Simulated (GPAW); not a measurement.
# Near-edge structure at the Te K edge of zinc-blende (ZnTe)₁₋ₓ(CdTe)ₓ at x = 0.25, part 3 of 3

Aim: the Te K edge in zinc-blende (ZnTe)₁₋ₓ(CdTe)ₓ at x = 0.25, one member of a composition series.

GPAW 26.7.0; X-ray absorption from dipole matrix elements to empty bands, plane-wave PAW LDA.

So far. Step 5 (Spectrum with XCH, Te atom 2): Main maxima below 22 eV (height): 7.0 eV (1.14) and 20.0 eV (1.01). A K edge sees empty p states on the absorber. Step 5 (Spectrum with XCH, Te atom 2): The energy difference (zero at 31877 eV) isn't read as a photon energy: for so heavy an absorber the terms left out (the hole's spin, the functional's error) amount to tens of eV or more.

## Step 7: Spectrum with XCH, Zn atom 1

The holes are 8.8 Å apart. The excited electron is kept in the cell, where it fills the lowest empty states and screens the hole. After the field has converged, empty bands are computed with the density fixed and the dipole matrix elements are summed.

The absorber has 2 Te at 2.65 Å and 2 Te at 2.68 Å (tetrahedral).

Contents of xas.py:

```python
import numpy as np
from ase import Atoms
from ase.parallel import parprint, paropen
from gpaw import GPAW, PW, FermiDirac, Mixer, MixerDif, setup_paths
from gpaw.test import gen
setup_paths.insert(0, '.')
gen('Zn', name='fch1s', xcname='LDA', corehole=(1, 0, 1), write_xml=True)
from gpaw.mpi import world
world.barrier()

atoms = Atoms('ZnTeCdTeZnTeZnTeZnTeZnTeZnTeCdTe',
    cell=[[0, 6.19825, 6.19825],
     [6.19825, 0, 6.19825],
     [6.19825, 6.19825, 0]],
    scaled_positions=[[0.9991887, 0.0012437, 0.001123],
     [0.1300372, 0.1314564, 0.1100148],
     [0.0014204, 0.9997034, 0.4981986],
     [0.1285339, 0.129246, 0.6299245],
     [0.0007192, 0.5022151, 0.9983129],
     [0.1248198, 0.6258872, 0.124691],
     [0.9996836, 0.4990515, 0.4988759],
     [0.1166139, 0.6140647, 0.6331271],
     [0.5000442, 0.9990728, 0.9986393],
     [0.6242408, 0.1238489, 0.1250421],
     [0.49842, 0.0016715, 0.4993172],
     [0.6155177, 0.1162344, 0.6333183],
     [0.499783, 0.4981747, 0.0016095],
     [0.6307168, 0.629468, 0.1102489],
     [0.5029669, 0.5024344, 0.4983814],
     [0.6297219, 0.6311229, 0.6304181]],
    pbc=True)
atoms.calc = calc = GPAW(legacy_gpaw=True, mode=PW(400, force_complex_dtype=True), xc='LDA', setups={0: 'fch1s'},
    kpts={'size': (3, 3, 3), 'gamma': True}, occupations=FermiDirac(0.04),
    charge=-1, mixer=Mixer(0.1, 5, 50), maxiter=150,
    convergence={'density': 0.0001, 'eigenstates': 1e-6}, txt='scf.txt')
energy = atoms.get_potential_energy() + calc.get_reference_energy()
ef = calc.get_fermi_level()
out = dict(energy=energy, fermi=ef, forces=atoms.get_forces().tolist())
parprint(f'all-electron energy {energy:.4f} eV, Fermi level {ef:.4f} eV')
ev = np.array([[calc.get_eigenvalues(k, s) for k in range(len(calc.get_ibz_k_points()))] for s in range(calc.get_number_of_spins())])
out['homo'], out['lumo'], out['counts'] = ev[ev < ef].max(), ev[ev > ef].min(), sorted(set((ev < ef).sum((0, 2)).tolist()))
out['filled'] = (ev[:, 0] < ef).sum(1).tolist()

from ase.units import Ha
from gpaw.xas import dipole_matrix_elements
nb = int(calc.get_number_of_electrons() / 2) + 242
top, nb = nb, nb + 8 + nb // 12
nscf = calc.fixed_density(kpts={'size': (3, 3, 3), 'gamma': True}, nbands=nb,
    convergence={'bands': top, 'eigenstates': 5e-3}, maxiter=60, txt='nscf.txt')
cell = atoms.cell.array
ops = [cell.T @ U.T @ np.linalg.inv(cell.T) for U in nscf.wfs.kd.symmetry.op_scc]
filled = [72]  # bands filled in the ground state, by spin
E = np.arange(-6, 30, 0.1)
fwhm = np.interp(E, [4, 25], [1.67, 3.5])
Y, X, zero, highest = 0, 0, 1e9, 1e9
for spin in range(nscf.get_number_of_spins()):
    wfs = nscf.wfs
    mine = wfs.bd.get_slice()  # this rank's bands
    A = dipole_matrix_elements(wfs.setups[0])
    eps = np.zeros((wfs.kd.nibzkpts, nb))
    d = np.zeros((3, A.shape[1], wfs.kd.nibzkpts, nb), complex)
    for kpt in wfs.kpt_u:
        if kpt.s == spin and 0 in kpt.P_ani:
            eps[kpt.k, mine] = kpt.eps_n * Ha
            d[:, :, kpt.k, mine] = (kpt.weight * wfs.nspins / 2) ** 0.5 * np.inner(A, kpt.P_ani[0])
    world.sum(eps)
    world.sum(d)
    T = np.einsum('amkn,bmkn->abkn', d, d.conj()).real
    T = sum(np.einsum('ai,ijkn,bj->abkn', R, T, R) for R in ops) / len(ops)
    empty = np.ones_like(eps, bool) & (np.arange(nb) >= filled[spin])
    zero, highest = min(zero, eps[empty].min()), min(highest, eps[:, top - 1].min())
    lines = [(eps, T, empty)] if spin == 0 else lines + [(eps, T, empty)]
for eps, T, empty in lines:
    f = np.einsum('aakn->akn', T).reshape(3, -1)
    x = eps.ravel() - zero
    w = np.interp(x, E, fwhm) / 2.35482
    g = np.exp(-0.5 * ((E[:, None] - x) / w) ** 2) / (w * (2 * np.pi) ** 0.5)
    Y = Y + (f * empty.ravel()) @ g.T
    X = X + (f * ~empty.ravel()) @ g.T
out.update(E=E.round(2).tolist(), xas=Y.tolist(), xes=X.tolist(), zero=zero, valid=highest - zero, nk=len(eps), nb=nb)
for i in range(0, len(E), 10):
    parprint(f'{E[i]:7.2f}', *(f'{v:10.3e}' for v in Y[:, i]))
import json
with paropen('out.json', 'w') as f:
    json.dump(out, f)
```

Run with:

```
> OMP_NUM_THREADS=1 mpirun -n 4 gpaw python xas.py
```

Numbers of over 12 decimals in the logs are rounded to 6 here.

The log of the run:

```text
Input parameters:
  charge: -1
  convergence: {density: 0.0001,
                eigenstates: 1e-06}
  kpts: {gamma: True,
         size: (3, 3, 3)}
  maxiter: 150
  mixer: {backend: pulay,
          beta: 0.1,
          method: separate,
          nmaxold: 5,
          weight: 50}
  mode: {ecut: 400.0,
         force_complex_dtype: True,
         name: pw}
  occupations: {fixmagmom: False,
[...]
*d    :    -0.035193
--------------------------------

Diagonalizing with gridspacing h=0.050

state   all-electron     PAW
-------------------------------
4s:      -0.603317    -0.603615
4p:      -0.343743    -0.343956
3d:      -1.035193    -1.035651
*f:                   -0.018332
-------------------------------
all-electron energy -2064278.0784 eV, Fermi level 5.2603 eV
[...]
28.00  1.854e-07  1.856e-07  1.880e-07
  29.00  1.794e-07  1.796e-07  1.817e-07
[key lines of the parts left out:]
Converged after 16 iterations.
Dipole moment: (-41.673405, -41.738082, -39.074403) |e|*Ang
Free energy:    -58.446440
Fermi level: 5.26028
```

Run time: 6.1 min. Hardware: 4 MPI ranks of Intel Xeon Platinum 8259CL at 2.50GHz (Skylake/Cascade Lake), shared host; peak memory 0.82 GiB.

The Zn K spectrum, Zn atom 1, excited-electron core hole (neutral cell) (energy from the bottom of the conduction band, which holds the excited electron; intensity scaled to a mean of 1 over the first 20 eV):

```
E (eV)  isotropic  ε ∥ x  ε ∥ z
  -2.0       0.00   0.00   0.00
  -0.5       0.01   0.01   0.01
   1.0       0.23   0.25   0.20
   2.5       1.06   1.10   0.98
   4.0       1.98   1.97   2.00
   5.5       1.46   1.43   1.50
   7.0       1.06   1.05   1.09
   8.5       0.96   0.96   0.97
  10.0       1.28   1.28   1.30
  11.5       1.19   1.20   1.17
  13.0       0.74   0.74   0.73
  14.5       0.85   0.85   0.86
  16.0       0.63   0.64   0.63
  17.5       0.75   0.74   0.76
  19.0       0.90   0.90   0.91
  20.5       0.87   0.88   0.86
  22.0       0.93   0.94   0.91
  23.5       0.87   0.88   0.84
  25.0       0.75   0.76   0.74
  26.5       0.93   0.92   0.93
  28.0       1.13   1.13   1.14
```

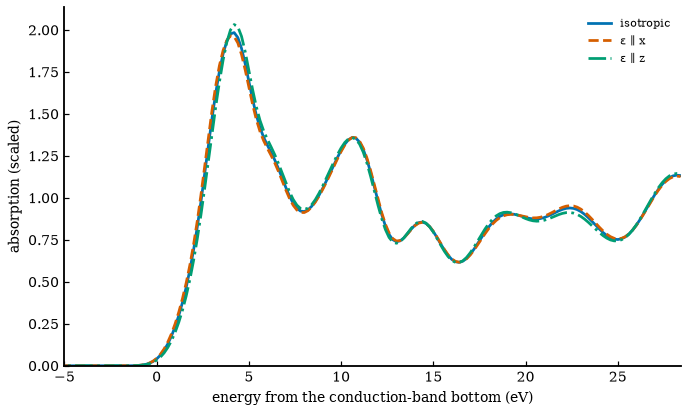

The Zn K edge, Zn atom 1, excited-electron core hole (neutral cell): main maxima at 4.2, 10.6 and 22.4 eV.

Main maxima below 27 eV (height): 4.2 eV (1.98), 10.6 eV (1.36), 14.4 eV (0.86) and 22.4 eV (0.94). 

The total-energy difference is 9672.81 eV. One term is added: -30.82 eV, since the hole is spin-paired here and a spin-polarised one costs that much less in the free atom (computed apart). The photon energy is then 9641.99 eV. The tabulated edge of the element is 9659 eV. The functional leaves an error in such absolute values: in the free atom LDA prices this hole 19.1 eV below PBE (computed apart), and PBE is itself good to a few eV.

## Step 8: Outcome

```yaml
absorber_and_edge: Te K, atom 2 of the ground-state input (counted from 1)
surroundings: 3 Zn at 2.65 Å and 1 Cd at 2.78 Å (distorted tetrahedral)
highest_intensity_below_22_ev: 7.0 eV above the zero, height 1.14
```

The Te K edge of atom 2, with 3 Zn at 2.65 Å and 1 Cd at 2.78 Å (distorted tetrahedral), has its highest intensity of the first 22 eV at 7.0 eV above the zero, 1.1 times the mean level of the first 20 eV (Gaussian full width 9.89 eV). The script folds with a Gaussian, whereas the core hole's own line is a Lorentzian, so the onset is too steep and the first peak too high.

[Banner, clock and machine lines of the logs are left out without a mark of their own.]

[Logs are printed without paths, hosts, clocks, repeated set-up lines and the standing remarks that a program may print on its own settings, such as how far it seeks lower states.]

[Hosts, paths, dates, database ids (printed as entryN), source tags and the programs' standing remarks are cut or masked in the printed files.]

[Lists of maxima count a maximum above −3 eV only where it reaches 4 % of the highest in the window and stands out from its surroundings by 2 % of it (1.5 % where it reaches 55 %); shoulders and weaker maxima are passed over, and of the rest the first, up to two pre-edge ones and the few strongest are named.]
